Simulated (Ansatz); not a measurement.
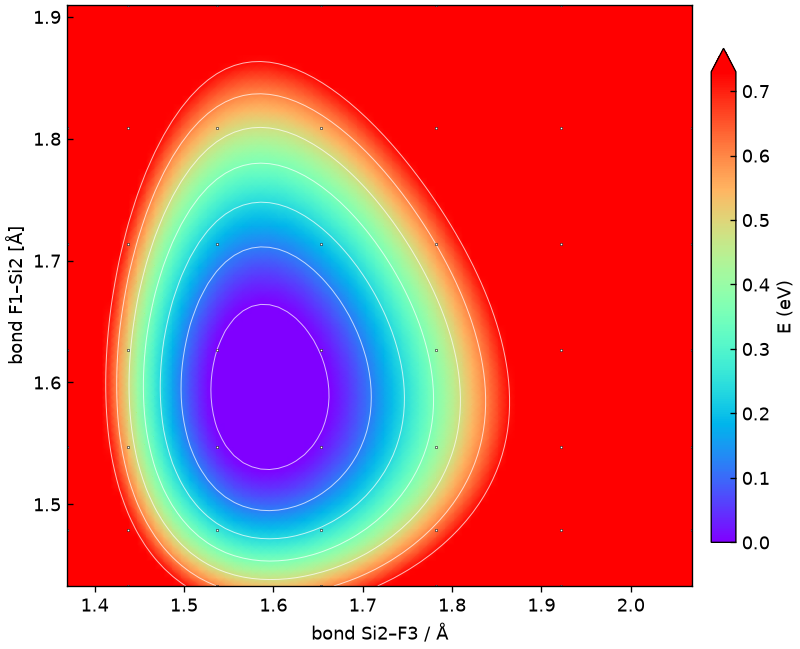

F₂HSi, SMILES F[SiH]F, spin multiplicity 2. Two internal coordinates are moved rigidly from the geometry relaxed at PBE0-D4/def2-TZVP, all others fixed. First axis: bond Si2–F3. Second axis: bond F1–Si2. The grid has 7 × 7 points. Points are written as (first, second). Energies: eV, counted from the lowest grid point. Level of theory: UHF-CCSD(T), frozen core/def2-TZVPP (Ansatz 0.2.0).

The picture shows a smooth colour map with a few white contour lines, dots at the grid points, one colour for all values above the top of the scale. Between grid points the surface is interpolated.

**Estimate the position of the minimum and the force constants in these coordinates.**

The interpolated minimum is at bond Si2–F3 ≈ 1.592 Å, bond F1–Si2 ≈ 1.592 Å. The curvatures there are about 35 eV/Å² and 35 eV/Å², with a cross term of about 1 eV/Å². Round the minimum the contours are nearly round: the two directions are equally stiff and uncoupled.
